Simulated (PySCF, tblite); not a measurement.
**C6H7ClO2+ (doublet): geometry, infrared bands and EPR parameters**

What infrared bands and EPR parameters should C6H7ClO2+ (doublet) (`O=CO[C@@H]1[CH+][CH][C@@H]1CCl`) show?

Computed with tblite 0.8.0 and PySCF 2.14.0, with density-fitted response routines of our own, on a single molecule in the gas phase. Atoms are numbered from 0 throughout.

## (1) Starting geometry

16 atoms, charge 1, multiplicity 2; geometry from: force field or distance geometry start.

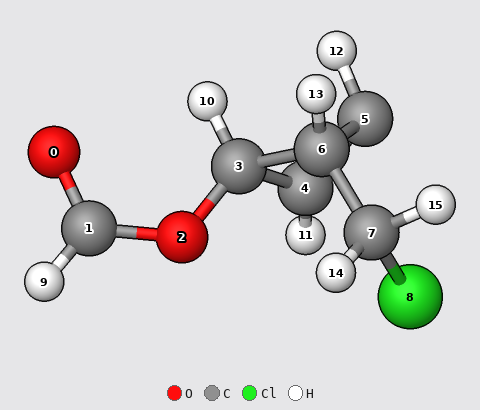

The starting geometry (oxygen red, carbon grey, chlorine green, hydrogen white), atoms numbered.

## (2) Geometry optimisation with GFN2-xTB

The job: settings as JSON, then the geometry in Å.

```
{"job": {"kind": "relax", "xc": "GFN2-xTB", "basis": "xTB"}, "charge": 1, "multiplicity": 2}
O      3.186100     0.057600     0.641800
C      2.679100     0.342100    -0.506300
O      1.316300     0.188300    -0.682100
C      0.469300    -0.241800     0.338300
C     -0.412500    -1.420000    -0.015000
C     -1.378400    -0.873900     0.976800
C     -0.828600     0.502500     0.548900
C     -1.559500     0.904200    -0.711400
Cl    -1.985800    -0.537500    -1.679500
H      3.345900     0.675100    -1.272800
H      0.923400    -0.481800     1.315500
H     -0.323000    -2.243000    -0.710400
H     -0.973500    -1.094500     1.999700
H     -0.834100     1.241700     1.366700
H     -1.074100     1.693700    -1.290000
H     -2.558200     1.296200    -0.331400
```

On the command line:

```console
$ OMP_NUM_THREADS=1 python probes_run.py task.json out
```

This one command runs all jobs of the session in turn.

Log:

```text
step      E/eV     max force
  0    -773.70408    7.098
  1    -774.23789    8.286
  2    -774.65948    1.732
  3    -774.84938    1.486
  4    -775.31877    1.697
  5    -775.43665    0.915
  6    -775.52792    0.640
  7    -775.59426    0.788
  8    -775.67512    0.909
  9    -775.76595    1.124
 10    -775.85415    0.870
 11    -775.89471    0.392
 12    -775.91364    0.452
 13    -775.93206    0.436
 14    -775.95411    0.460
 15    -775.97545    0.362
 16    -775.99168    0.343
 17    -776.01205    0.381
 18    -776.03686    0.515
 19    -776.06386    0.471
 20    -776.08791    0.459
 21    -776.11050    0.410
 22    -776.12737    0.594
 23    -776.14235    0.260
 24    -776.15437    0.212
 25    -776.16336    0.201
 26    -776.16999    0.191
 27    -776.17743    0.172
 28    -776.18439    0.175
 29    -776.19007    0.185
 30    -776.19409    0.158
 31    -776.19786    0.147
 32    -776.20177    0.207
 33    -776.20622    0.211
 34    -776.21181    0.227
 35    -776.21887    0.226
 36    -776.22699    0.248
 37    -776.23813    0.258
 38    -776.24825    0.202
 39    -776.25353    0.332
 40    -776.25772    0.300
 41    -776.26168    0.199
 42    -776.26777    0.173
 43    -776.27072    0.164
 44    -776.27420    0.155
 45    -776.27621    0.129
 46    -776.27806    0.107
 47    -776.27983    0.107
 48    -776.28140    0.128
 49    -776.28246    0.132
 50    -776.28333    0.102
 51    -776.28433    0.079
 52    -776.28549    0.093
 53    -776.28664    0.114
 54    -776.28755    0.112
 55    -776.28853    0.097
 56    -776.28961    0.118
 57    -776.29139    0.084
 58    -776.29258    0.098
 59    -776.29498    0.122
 60    -776.29769    0.145
 61    -776.30100    0.130
 62    -776.30395    0.122
 63    -776.30629    0.111
 64    -776.30812    0.108
 65    -776.31031    0.117
 66    -776.31235    0.102
 67    -776.31364    0.160
 68    -776.31477    0.088
 69    -776.31544    0.063
 70    -776.31622    0.065
 71    -776.31665    0.066
 72    -776.31735    0.091
 73    -776.31793    0.084
 74    -776.31864    0.096
 75    -776.31939    0.081
 76    -776.32006    0.057
 77    -776.32055    0.070
 78    -776.32097    0.060
 79    -776.32153    0.069
 80    -776.32231    0.077
 81    -776.32310    0.072
 82    -776.32353    0.046
 83    -776.32373    0.033
 84    -776.32387    0.034
 85    -776.32410    0.041
 86    -776.32440    0.039
 87    -776.32467    0.041
 88    -776.32492    0.046
 89    -776.32516    0.037
 90    -776.32537    0.029
 91    -776.32549    0.026
 92    -776.32556    0.020
 93    -776.32561    0.018
 94    -776.32567    0.017
 95    -776.32572    0.013
 96    -776.32575    0.010
 97    -776.32577    0.009
```

Wall time 0.84 s (1 thread of Arm Neoverse V1, shared host); peak memory 0.18 GiB.

Along the way: (not every step is listed)

```
step  energy from step 0 (eV)  largest force (eV/Å)
   0                   0.0000                7.0980
   1                  -0.5338                8.2864
   2                  -0.9554                1.7319
   3                  -1.1453                1.4855
   4                  -1.6147                1.6974
   5                  -1.7326                0.9153
   6                  -1.8238                0.6396
   7                  -1.8902                0.7882
   8                  -1.9710                0.9088
  16                  -2.2876                0.3435
  24                  -2.4503                0.2120
  32                  -2.4977                0.2066
  40                  -2.5536                0.2995
  48                  -2.5773                0.1284
  56                  -2.5855                0.1181
  64                  -2.6040                0.1083
  72                  -2.6133                0.0908
  80                  -2.6182                0.0770
  88                  -2.6208                0.0458
  92                  -2.6215                0.0200
  93                  -2.6215                0.0179
  94                  -2.6216                0.0166
  95                  -2.6216                0.0132
  96                  -2.6217                0.0105
  97                  -2.6217                0.0086
```

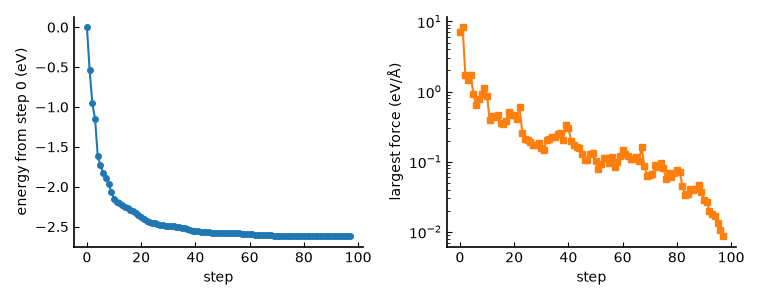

Energy and largest force along the relaxation.

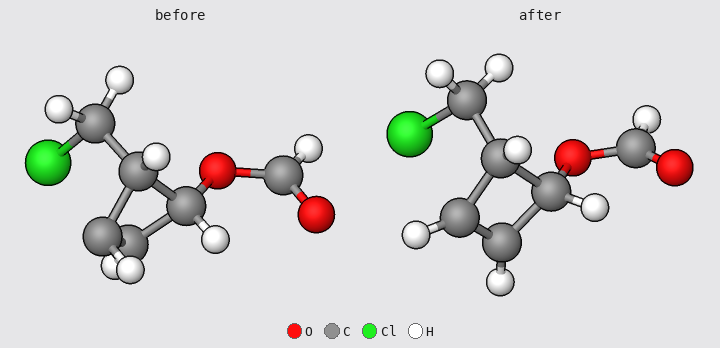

The geometry before (left) and after (right).

Close pairs (by a distance rule), those that changed most:

```
  bond  before (Å)  after (Å)  change (Å)
 C4–C5       1.488      1.363      -0.125
 O0–C1       1.287      1.191      -0.096
 C3–C6       1.511      1.572      +0.061
 C1–O2       1.383      1.323      -0.060
C7–H15       1.138      1.090      -0.048
C5–H12       1.122      1.075      -0.047
 C1–H9       1.069      1.104      +0.035
 C3–C4       1.513      1.487      -0.027
```

The end geometry stands in the next job.

## (3) Infrared spectrum with GFN2-xTB

The job: settings as JSON, then the geometry in Å.

```
{"job": {"kind": "ir", "xc": "GFN2-xTB", "basis": "xTB"}, "charge": 1, "multiplicity": 2}
O      3.079543     0.548552     0.396699
C      2.519289     0.416567    -0.645948
O      1.288327    -0.041501    -0.805324
C      0.579849    -0.333756     0.387383
C     -0.189637    -1.605506     0.407184
C     -1.362437    -1.005931     0.759022
C     -0.785966     0.396571     0.653725
C     -1.394001     1.075004    -0.558744
Cl    -2.061225    -0.280957    -1.541780
H      2.953930     0.656162    -1.632152
H      1.294748    -0.203099     1.224101
H      0.093749    -2.611971     0.156234
H     -2.319500    -1.367238     1.088926
H     -0.803685     1.022879     1.545760
H     -0.671201     1.623275    -1.162130
H     -2.229380     1.719894    -0.284367
```

Log:

```text
mode    cm-1     km/mol
  1      41.9      2.25
  2      50.7      1.38
  3     127.1      0.38
  4     171.4      9.28
  5     205.9      2.89
  6     214.7     21.95
  7     304.0     13.33
  8     403.3      6.36
  9     445.6     27.11
 10     547.4      2.92
 11     665.8      8.42
 12     730.2      4.46
 13     760.4     13.40
 14     787.7      5.94
 15     836.6      2.64
 16     875.9     14.71
 17     914.3      1.41
 18     921.4      0.89
 19     942.2      9.57
 20     990.4     15.10
 21    1004.9      2.40
 22    1048.1      4.38
 23    1064.3      8.37
 24    1076.3     10.76
 25    1111.2      2.36
 26    1130.2     10.81
 27    1168.6      7.39
 28    1197.0      5.88
 29    1222.0      7.36
 30    1233.2      8.29
 31    1246.8      5.87
 32    1249.4     25.39
 33    1390.3     11.54
 34    1472.7    120.94
 35    1756.5    151.92
 36    2762.9     27.00
 37    2816.6    168.56
 38    2982.5     21.70
 39    2989.1     12.62
 40    2999.6      2.08
 41    3119.3     10.73
 42    3135.9     19.81
```

Wall time 0.64 s (1 thread of Arm Neoverse V1, shared host); peak memory 0.18 GiB.

Which atoms move in the most intense modes:

```
cm⁻¹  km/mol                               atoms
 215    21.9  O0 18 %, C5 14 %, C4 12 %, C7 11 %
 446    27.1                    O2 23 %, C6 16 %
1249    25.4          H9 38 %, C6 25 %, H13 14 %
1473   120.9                    C5 46 %, C4 45 %
1756   151.9                    C1 56 %, O0 42 %
2763    27.0                            H10 92 %
2817   168.6                             H9 92 %
2982    21.7                  H15 69 %, H13 22 %
```

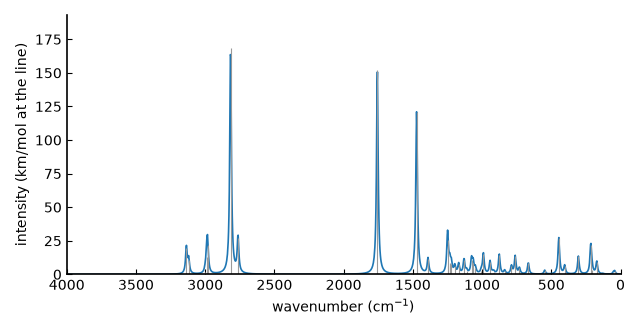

The infrared spectrum from these modes, unscaled. Lines are broadened to a width of 14 cm⁻¹ (Lorentzian).

## (4) g tensor and hyperfine couplings: B3LYP/pcH-1

Settings changed since step 3:

```diff
@@ -1,2 +1,2 @@
-{"job": {"kind": "ir", "xc": "GFN2-xTB", "basis": "xTB"}, "charge": 1, "multiplicity": 2}
+{"job": {"kind": "epr", "basis": "pcH-1"}, "charge": 1, "multiplicity": 2}
 O      3.079543     0.548552     0.396699
```

Level: UKS B3LYP, pcH-1 on C Cl H O, non-relativistic, mean-field spin-orbit, GIAO.

Log:

```text
UKS, coarse grid
  cycle   1  E = -842.95640390  |g| = 6.68e-01
  cycle   2  E = -841.07224168  |g| = 1.88e+00
  cycle   3  E = -843.02443763  |g| = 4.50e-01
  cycle   4  E = -843.11413651  |g| = 1.26e-01
  cycle   5  E = -843.11615613  |g| = 1.07e-01
  cycle   6  E = -843.12105296  |g| = 2.42e-02
  cycle   7  E = -843.12125763  |g| = 9.67e-03
  cycle   8  E = -843.12129442  |g| = 5.53e-03
  cycle   9  E = -843.12131122  |g| = 2.14e-03
  cycle  10  E = -843.12131423  |g| = 9.24e-04
UKS, final grid
  cycle   1  E = -843.12130422  |g| = 1.54e-03
  cycle   2  E = -843.12130126  |g| = 2.89e-03
  cycle   3  E = -843.12130535  |g| = 5.65e-04
  cycle   4  E = -843.12130548  |g| = 1.07e-04
  cycle   5  E = -843.12130548  |g| = 4.72e-05
  cycle   6  E = -843.12130549  |g| = 2.90e-05
E = -843.12130549 Eh   <S^2> = 0.7530 (exact 0.7500)
g shifts (ppm)      1          2          3
  rmc          -230       -230       -230
  gc             16         46         27
  oz_so         995       8317      16570
  total         781       8133      16368
hyperfine (MHz)  atom isotope    a_iso     a_fc   dipolar eigenvalues
    0   17O      -7.51      -7.44    -33.51     16.00     17.51
    1   13C      -7.57      -7.57     -2.85      0.37      2.48
    2   17O       6.18       6.27    -14.98      6.97      8.01
    3   13C      -8.88      -8.92     -5.36     -2.07      7.44
    4   13C      23.30      23.23    -31.25    -28.50     59.75
    5   13C      37.06      37.38    -26.74    -23.70     50.44
    6   13C      -6.13      -6.17     -3.23     -1.96      5.19
    7   13C       6.48       6.51     -0.54     -0.08      0.62
    8  35Cl      33.88      30.54    -52.42    -50.44    102.86
    9    1H      44.82      44.82     -1.84     -0.61      2.45
   10    1H     101.64     101.65     -5.99     -3.40      9.39
   11    1H     -19.89     -19.89    -14.19     -3.35     17.54
   12    1H     -18.80     -18.78    -12.56     -3.44     16.00
   13    1H      16.27      16.27     -3.39     -1.50      4.89
   14    1H      -0.52      -0.55     -2.59     -0.06      2.65
   15    1H       8.89       8.86     -2.71     -0.76      3.48
```

Wall time 2.3 min (1 thread of Arm Neoverse V1, shared host); peak memory 1.1 GiB.

Principal g values 2.00310, 2.01045, 2.01869; g(iso) = 2.01075, against 2.00232 for a free electron.

Hyperfine couplings, nucleus by nucleus at this fixed geometry (no averaging over rotations):

```
nuclei  isotope  a(iso) (MHz)  a(iso) (G, at g = 2.0023)  largest dipolar term (MHz)
   H10       1H         101.6                       36.3                         9.4
    H9       1H          44.8                       16.0                         2.4
    C5      13C          37.1                       13.2                        50.4
   Cl8     35Cl          33.9                       12.1                       102.9
    C4      13C          23.3                        8.3                        59.8
   H11       1H         -19.9                       -7.1                        17.5
   H12       1H         -18.8                       -6.7                        16.0
   H13       1H          16.3                        5.8                         4.9
   H15       1H           8.9                        3.2                         3.5
    C3      13C          -8.9                       -3.2                         7.4
    C1      13C          -7.6                       -2.7                        -2.8
    O0      17O          -7.5                       -2.7                       -33.5
    C7      13C           6.5                        2.3                         0.6
    O2      17O           6.2                        2.2                       -15.0
```

Mulliken spin populations:

O0 0.10; C1 -0.02; O2 0.03; C3 -0.01; C4 0.34; C5 0.26; C6 0.01; C7 -0.01; Cl8 0.26; H9 0.02; H10 0.03; H11 -0.01; H12 -0.01; H13 0.00; H14 0.00; H15 0.00

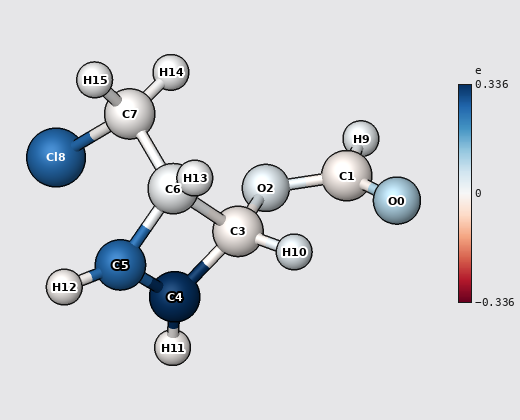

Mulliken spin populations, as colours on the atoms.

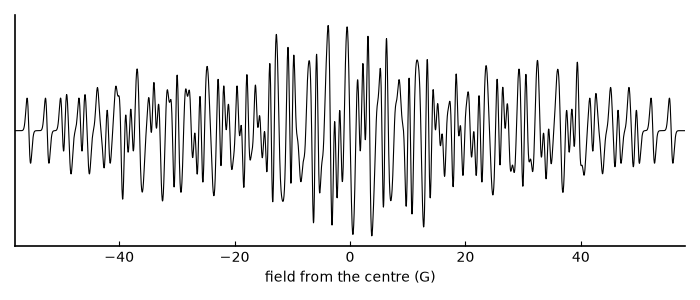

First-order isotropic spectrum (first derivative, main isotopes with spin only, couplings over 0.8 MHz, Gaussian width 0.3 G; couplings of the frozen geometry, rotation of groups not averaged beyond the rows shown).

Orbitals, density, ELF and potential are computed afterwards from the orbital file.

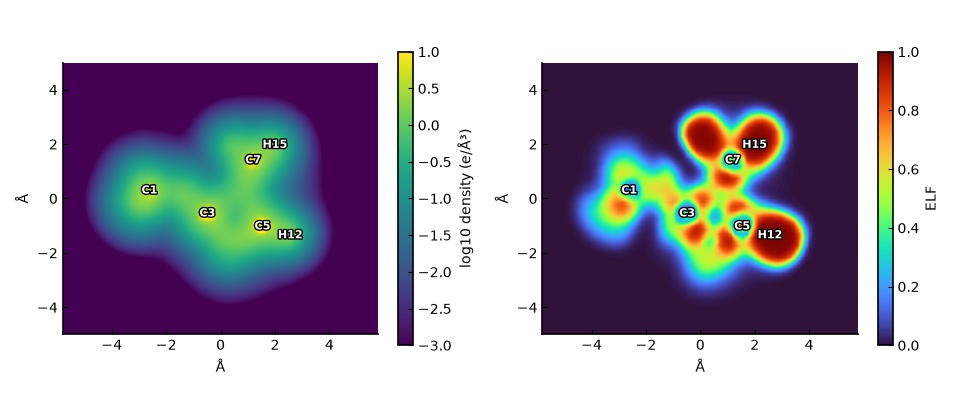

Density (left) and ELF (right) in a plane through or near 6 of the atoms.

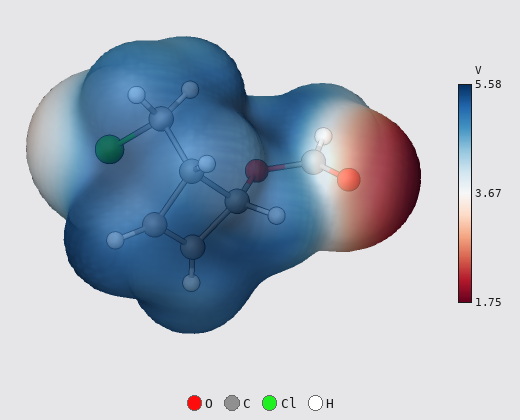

Electrostatic potential on the surface of density 0.002 e/bohr³; red is low, blue high. It runs from 1.75 V near O0 to 5.58 V near H10.

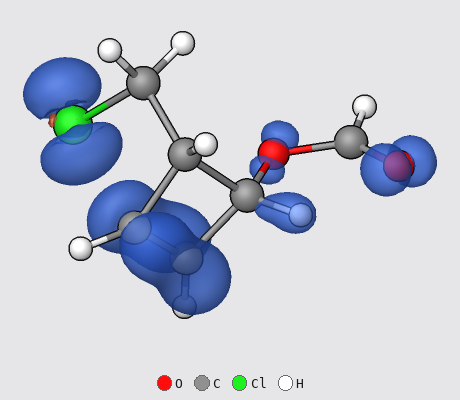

Spin density at ±0.04 e/Å³ (alpha excess blue, beta excess red).

## (5) Summary of results

```
                                 quantity                  value
strongest single infrared mode (GFN2-xTB)  2817 cm⁻¹, 169 km/mol
             zero-point energy (GFN2-xTB)          71.6 kcal/mol
                           g(iso) (B3LYP)                2.01075
                                     ⟨S²⟩     0.753 (exact 0.75)
                           largest a(iso)   1H on H10, 101.6 MHz
```

What this shows: Over 97 steps the energy fell by 2.622 eV; of the close pairs, C4–C5 changed most, 1.488 to 1.363 Å. All 42 modes are real, so the xTB geometry is a minimum. The strongest single mode, at 2817 cm⁻¹, moves mainly H9. GFN2-xTB is a fitted tight-binding method: band positions and strengths are rough. Its intensities can rank the bands wrongly. The largest spin populations lie on C4 (0.34 e), C5 (0.26 e), Cl8 (0.26 e). The isotropic g lies 8.4 ppt above the free-electron value.
